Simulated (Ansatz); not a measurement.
# Si2H6O (SMILES [SiH3]O[SiH3]): HF/cc-pVDZ

Aim: the vertical singlet–triplet gap of Si2H6O at HF/cc-pVDZ, from 2 runs. 

The results are computed with Ansatz 0.2.0.

60 further runs of the same task are left out: 60 set aside as unsound or not needed.

## (1) The structure to begin with

Si2H6O has 9 atoms, charge 0, and is taken as a singlet. As SMILES, `[SiH3]O[SiH3]`. The coordinates come from a PBE0-D4/def2-TZVP relaxation.

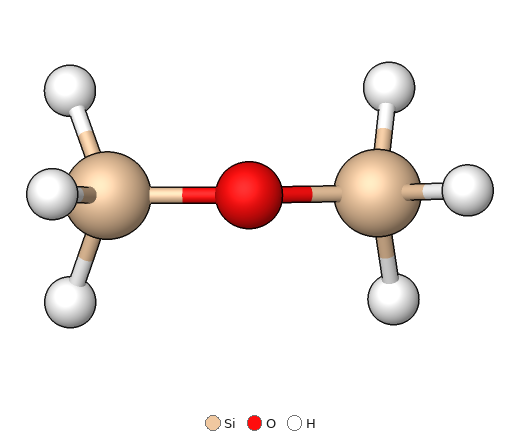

Viewed from a chosen angle; silicon light orange, oxygen red, hydrogen white.

## (2) A single-point energy at HF/cc-pVDZ

Contents of run.yaml:

```yaml
crystal:
  periodic: [false, false, false]
  atoms:
    - {symbol: Si, position_ang: [-0.710290, 1.052660, -0.919520]}
    - {symbol: O, position_ang: [0.425550, 0.090990, -0.245380]}
    - {symbol: Si, position_ang: [0.775570, -1.038810, 0.881750]}
    - {symbol: H, position_ang: [-1.787270, 0.226580, -1.525660]}
    - {symbol: H, position_ang: [-0.060640, 1.872420, -1.970220]}
    - {symbol: H, position_ang: [-1.306170, 1.942760, 0.111330]}
    - {symbol: H, position_ang: [2.224270, -1.343130, 0.800010]}
    - {symbol: H, position_ang: [-0.009310, -2.275600, 0.628780]}
    - {symbol: H, position_ang: [0.448290, -0.527870, 2.238910]}
basis:
  gaussian: {orbitals: cc-pVDZ}
hamiltonian: {xc: hf}
accuracy: high
output: {orbitals: {seedname: orbitals}}
```

Launch:

```sh
ansatz run run.yaml --threads 1 --pin off --max-ram 3480MiB --events-out events.jsonl --progress --plain --runs-dir runs
```

Standard output:

```text
Warning: RAYON_NUM_THREADS=1 ignored (pool sized by the plan → 1); use --threads N
Functional definition: HF
  name "HF"
  exchange = exact_x
  correlation = 0
1882 factors; integrals over basis functions are off by at most 3.9e-9 eV
mean field evaluation 1: about -17856.0120 eV, gradient 3.2e1 eV
mean field evaluation 2: about -17856.0328 eV, gradient 3.2e1 eV
mean field evaluation 4: about -17858.4042 eV, gradient 2.7e0 eV
mean field evaluation 8: about -17858.4320 eV, gradient 2.5e-4 eV
mean field -17858.43201111 eV, -656.2852715282 hartree, gradient 1.5e-8 eV, S^2 0.000000; 0 other end points of the search recorded, 0 dependent functions left out
reference -17858.43201111 eV, -656.2852715282 hartree; 21, 21 occupied and 59, 59 virtual orbitals, 1882 factors
Total energy: -17858.43201111 eV, -656.2852715282 hartree
```

It took 3 s on 1 thread of Intel Xeon Platinum 8259CL at 2.50GHz (Skylake/Cascade Lake), shared host; peak memory 0.22 GiB.

## (3) The triplet, same level

Contents of job.yaml:

```yaml
crystal:
  periodic: [false, false, false]
  atoms:
    - {symbol: Si, position_ang: [-0.710290, 1.052660, -0.919520]}
    - {symbol: O, position_ang: [0.425550, 0.090990, -0.245380]}
    - {symbol: Si, position_ang: [0.775570, -1.038810, 0.881750]}
    - {symbol: H, position_ang: [-1.787270, 0.226580, -1.525660]}
    - {symbol: H, position_ang: [-0.060640, 1.872420, -1.970220]}
    - {symbol: H, position_ang: [-1.306170, 1.942760, 0.111330]}
    - {symbol: H, position_ang: [2.224270, -1.343130, 0.800010]}
    - {symbol: H, position_ang: [-0.009310, -2.275600, 0.628780]}
    - {symbol: H, position_ang: [0.448290, -0.527870, 2.238910]}
basis:
  gaussian:
    orbitals: cc-pVDZ
output:
  orbitals: {seedname: orbitals}
accuracy: high
hamiltonian:
  xc: hf
magnetization:
  spin_polarized: true
  initial_magnetization: 2
```

Launch:

```sh
ansatz run job.yaml --threads 1 --pin off --max-ram 3480MiB --events-out events.jsonl --progress --plain --runs-dir runs
```

Standard output (excerpt; [...] marks lines left out):

```text
Warning: RAYON_NUM_THREADS=1 ignored (pool sized by the plan → 1); use --threads N
Functional definition: HF
  name "HF"
[...]
1882 factors; integrals over basis functions are off by at most 3.9e-9 eV
[...]
mean field -17850.56407555 eV, -655.9961302297 hartree, gradient 1.7e-8 eV, S^2 2.012145; 3 other end points of the search recorded, 0 dependent functions left out
reference -17850.56407555 eV, -655.9961302297 hartree; 22, 20 occupied and 58, 60 virtual orbitals, 1882 factors
Total energy: -17850.56407555 eV, -655.9961302297 hartree
```

Wall time 11 s (1 thread of Intel Xeon Platinum 8259CL at 2.50GHz (Skylake/Cascade Lake), shared host); peak memory 0.29 GiB.

## (4) Outcome

At HF/cc-pVDZ:

| quantity | value |
| --- | --- |
| singlet: total energy | -656.28527 Eh |
| singlet: HOMO energy | -12.14 eV |
| singlet: LUMO energy | 3.60 eV |
| singlet: HOMO–LUMO gap | 15.75 eV |
| triplet: total energy | -655.99613 Eh |
| triplet: HOMO energy (highest over α and β) | -3.12 eV |
| triplet: LUMO energy (lowest over α and β) | -2.03 eV |
| triplet: ⟨S²⟩ | 2.012 |
| vertical energy of the triplet above the singlet | 7.868 eV |

In words: At this shape the triplet lies 7.87 eV (759 kJ/mol) above the singlet.
